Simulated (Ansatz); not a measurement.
LiH (rock salt), conventional cell a = 4.005 Å, b = 4.005 Å, c = 4.005 Å, α = 90.00°, β = 90.00°, γ = 90.00°. The calculation uses the primitive cell of 2 atoms, to which meshes and values per cell refer.

Equation-of-state scan: isotropic scaling of the cell above, V₀ being its volume. Symmetry pins the atoms to their sites.

All values below come from r2SCAN (plane waves to 500 eV, PAW, scalar-relativistic; Ansatz, a first-principles code). k mesh 14×14×14 (Γ-centred), Fermi-Dirac smearing 0.05 eV. The energy includes the smearing's −TS. LiH was relaxed with its symmetry unable to fall. The zero of ΔE is the relaxed starting cell.

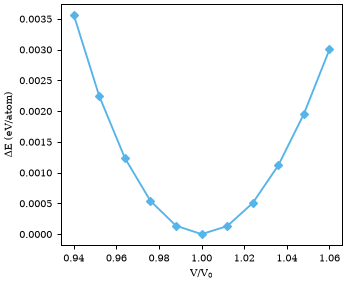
ΔE (eV/atom) against V/V₀; markers are the computed points, lines only join them.

The equilibrium volume of the fit is 8.03 Å³/atom and the pressure derivative B₀′ (fit) is 3.3. The pressure at the smallest volume comes out as 2.48 GPa, the energy cost of the largest compression comes out as 3.6 meV/atom and the pressure for 5 % compression (fit) is 2.0 GPa.

P = (3B₀/2)(x⁷ − x⁵)[1 + ¾(B₀′ − 4)(x² − 1)] with x = (1/0.95)^(1/3), B₀ = 36.2 GPa and B₀′ = 3.32.

(A scan under strain: stresses follow from slopes of the energy per volume, elastic moduli from its curvatures.)
